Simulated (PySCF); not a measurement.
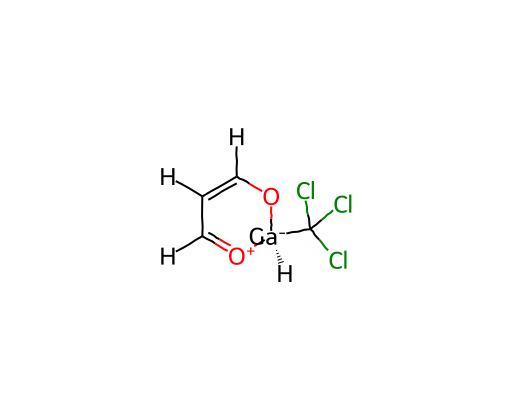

The picture comes from a calculation with PySCF.

A structural formula.

Write the SMILES.

Answer. Cl[C](Cl)(Cl)[Ga@@H-]1[O]C=CC=[O+]1

Give the formula, hydrogens included.

Answer. C4H4Cl3GaO2.

An optimisation with PBE0-D3(BJ)/def2-SVP gave a structure of which point group?

Answer. Cs.
